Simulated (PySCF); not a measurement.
```json
{"atom": "C", "x (Å)": "0.0000", "y (Å)": "0.0000", "z (Å)": "-1.2389"}
{"atom": "Cl", "x (Å)": "0.0000", "y (Å)": "0.0000", "z (Å)": "0.4251"}
```

Theory: PySCF 2.14.0, PBE0/def2-SVPD, non-relativistic Hamiltonian with scalar-relativistic core potentials where named, at a bond length of 1.664 Å.

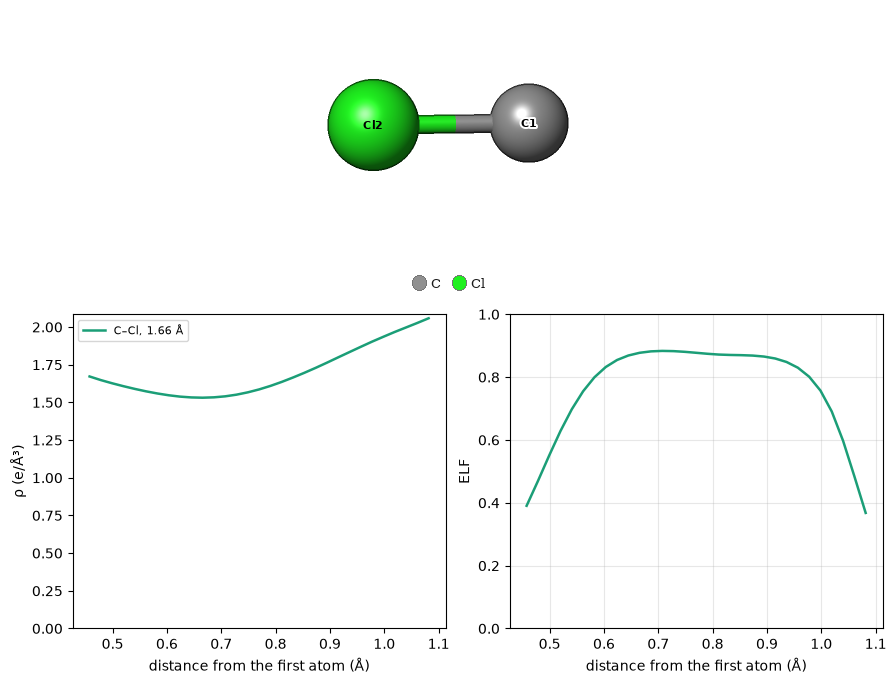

CCl (doublet). Total electron density and ELF along straight lines between neighbouring atoms. The curves leave out the atomic cores. The structure is drawn too.

### What kind of bonding do the profiles show?

C–Cl (1.66 Å): ρ at the midpoint is about 1.7 e/Å³; the ELF peaks at about 0.90 between the atoms: localised, covalent bonding.
